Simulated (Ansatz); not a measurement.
Process, species as SMILES: F[C]Cl (closed-shell singlet) + 3 [H][H] (H2) → C (CH4) + Cl (HCl) + F (HF)
B3LYP-D3(BJ)/def2-TZVP geometries, fixed; electronic energies without zero-point terms.

Basis-set convergence of the energy of full hydrogenation at B2PLYP with Ansatz (a program for electronic structure). Cartesian d functions, on some or all atoms, in 6-311G**; all else is spherical. Cores are frozen. A restricted B2PLYP determinant is unstable towards unrestricted orbitals. No added dispersion term, no relativity. Functions are those of the species that has most. Reference: the value in pcseg-4, -125.98 kcal/mol, itself unsure by roughly 0.16 kcal/mol (its mean distance from aug-pcseg-3, aug-cc-pV(Q+d)Z, cc-pV(5+d)Z). Deviations are taken from unrounded values. Cost is core time over that of def2-TZVPP, rough, on shared machines of one kind; a dash marks a row that isn't timed (too short, read off another run, short of memory, by another algorithm or on other hardware).

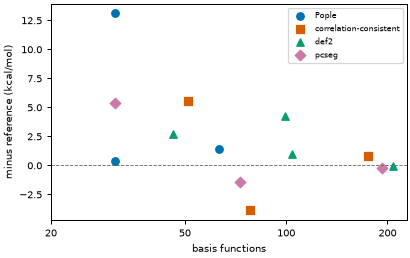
Fig. 1. Deviation from the reference against the number of basis functions, by family of sets.

```json
[
 {"basis": "3-21G", "functions": "31", "energy of full hydrogenation (kcal/mol)": "-112.88", "minus reference (kcal/mol)": "13.10", "cost": "-"},
 {"basis": "6-31G", "functions": "31", "energy of full hydrogenation (kcal/mol)": "-125.58", "minus reference (kcal/mol)": "0.40", "cost": "-"},
 {"basis": "pcseg-0", "functions": "31", "energy of full hydrogenation (kcal/mol)": "-120.59", "minus reference (kcal/mol)": "5.39", "cost": "-"},
 {"basis": "def2-SVP", "functions": "46", "energy of full hydrogenation (kcal/mol)": "-123.26", "minus reference (kcal/mol)": "2.72", "cost": "-"},
 {"basis": "cc-pV(D+d)Z", "functions": "51", "energy of full hydrogenation (kcal/mol)": "-120.45", "minus reference (kcal/mol)": "5.53", "cost": "-"},
 {"basis": "6-311G**", "functions": "63", "energy of full hydrogenation (kcal/mol)": "-124.52", "minus reference (kcal/mol)": "1.45", "cost": "-"},
 {"basis": "aug-pcseg-1", "functions": "73", "energy of full hydrogenation (kcal/mol)": "-127.38", "minus reference (kcal/mol)": "-1.40", "cost": "0.8×"},
 {"basis": "aug-cc-pV(D+d)Z", "functions": "78", "energy of full hydrogenation (kcal/mol)": "-129.84", "minus reference (kcal/mol)": "-3.86", "cost": "0.9×"},
 {"basis": "def2-TZVP", "functions": "99", "energy of full hydrogenation (kcal/mol)": "-121.71", "minus reference (kcal/mol)": "4.27", "cost": "0.8×"},
 {"basis": "def2-TZVPP", "functions": "104", "energy of full hydrogenation (kcal/mol)": "-124.99", "minus reference (kcal/mol)": "0.99", "cost": "1×"},
 {"basis": "cc-pV(Q+d)Z", "functions": "175", "energy of full hydrogenation (kcal/mol)": "-125.12", "minus reference (kcal/mol)": "0.85", "cost": "2×"},
 {"basis": "pcseg-3", "functions": "192", "energy of full hydrogenation (kcal/mol)": "-126.24", "minus reference (kcal/mol)": "-0.26", "cost": "3×"},
 {"basis": "def2-QZVPPD", "functions": "208", "energy of full hydrogenation (kcal/mol)": "-126.03", "minus reference (kcal/mol)": "-0.06", "cost": "4×"}
]
```
